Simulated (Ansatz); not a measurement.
## Electronic structure of H₅Si₃ (doublet) in real space

Input file:

```
crystal:
  periodic: [false, false, false]
  atoms:
    - {symbol: Si, position_ang: [-0.168502, -0.248802, 1.053086]}
    - {symbol: Si, position_ang: [0.523899, 0.537135, -0.979690]}
    - {symbol: Si, position_ang: [-1.805164, -0.821804, -0.569728]}
    - {symbol: H, position_ang: [0.428106, 1.985680, -1.320368]}
    - {symbol: H, position_ang: [0.728561, -1.298935, 1.619254]}
    - {symbol: H, position_ang: [-0.781759, -0.021423, -1.771215]}
    - {symbol: H, position_ang: [1.601051, -0.151893, -1.746825]}
    - {symbol: H, position_ang: [-0.440531, 0.832431, 2.045526]}
basis:
  gaussian:
    orbitals: def2-TZVPD
magnetization:
  spin_polarized: true
  initial_magnetization: 1
hamiltonian:
  xc: pbe0
output:
  forces: true
  orbitals: {seedname: orbitals}
```

Launched as:

```sh
ansatz run input.yaml --threads 1 --pin off --max-ram 2610MiB --events-out events.jsonl --progress --plain --runs-dir runs
```

Geometry: PBE0-D3(BJ)/def2-SVP.

Level of theory: isolated molecule in a Gaussian basis; Kohn-Sham density functional theory, functional PBE0 (Ansatz 0.2.0).

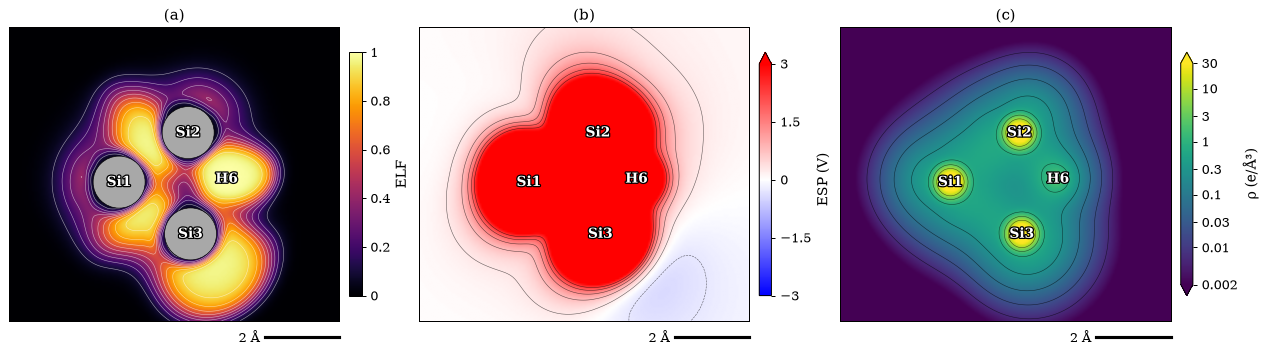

Figure 1. (a) ELF; (b) molecular electrostatic potential; (c) total electron density on the plane of atoms Si1, Si2 and H6. Grey discs cover the atomic cores in the ELF map.

Question: Read the bonding off the picture.

Answer: Atoms in the plane: Si and H.
Si–Si (2.29 Å): ρ at the midpoint is about 0.63 e/Å³; the ELF peaks at about 0.95 between the atoms; a shared electron pair.
Si–Si (2.37 Å): ρ is about 0.55 e/Å³ halfway; the ELF peaks at about 0.90 between the atoms: a covalent bond.
The ELF also peaks beside Si3, away from the bonds: non-bonding electrons, paired or unpaired.
Outside the dense part of the molecule the potential is most negative (−0.4 V) near Si3.

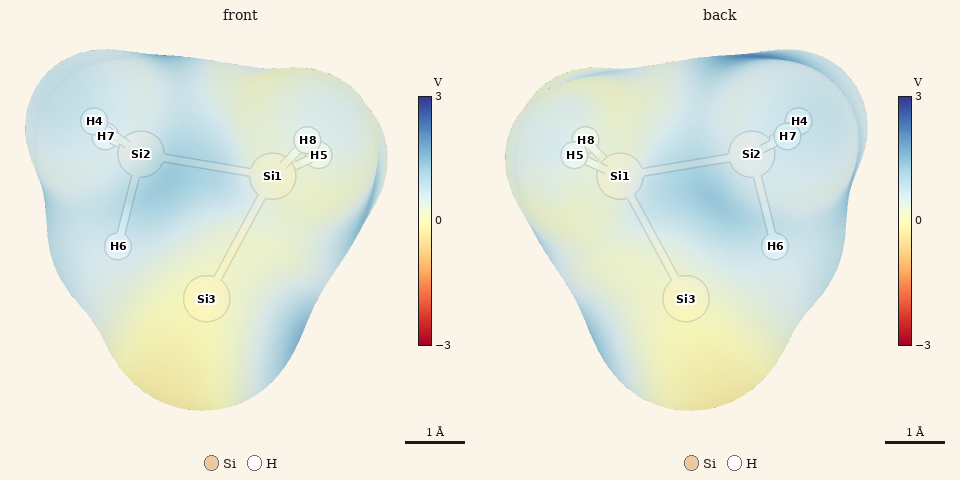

Figure 2. The molecular electrostatic potential painted on the density surface at 0.004 e/bohr³, seen from the front and from behind; red is negative and blue positive.

Question: Where is the surface potential most negative and most positive?

Answer: The most negative region (about −0.2 V) lies over Si3, the most positive (about +2.1 V, or +48 kcal/mol for a unit charge) over Si2.

Question: What dipole moment does the calculation give?

Answer: Its dipole moment is 1.12 D.

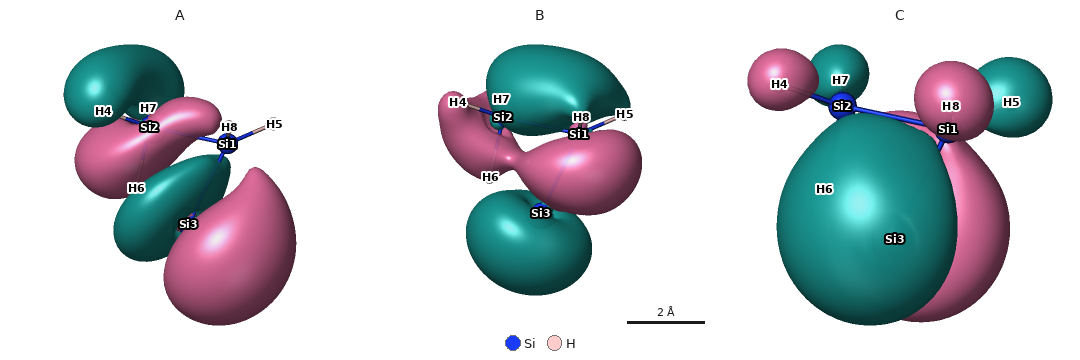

Figure 3. Three frontier orbitals at ±0.06 Å⁻³ᐟ² (teal and pink are the two phases), in no order.

Question: Which picture is the HOMO−1, the HOMO and the LUMO? All are α orbitals.

Answer: B is the HOMO−1 (α) (−6.50 eV). By Hirshfeld shares it lies mainly on Si3 (about 45 %), Si1 (about 30 %) and Si2 (about 15 %). C is the HOMO (α) (−5.66 eV). By Hirshfeld shares it lies mainly on Si3 (about 70 %). A is the LUMO (α) (−1.45 eV). Its weight (Hirshfeld) is mainly on Si3 (about 55 %), Si2 (about 20 %), Si1 (about 5 %) and H6 (about 5 %).

Question: What is the gap between the highest occupied and lowest empty α orbitals?

Answer: 4.21 eV between the orbital energies.
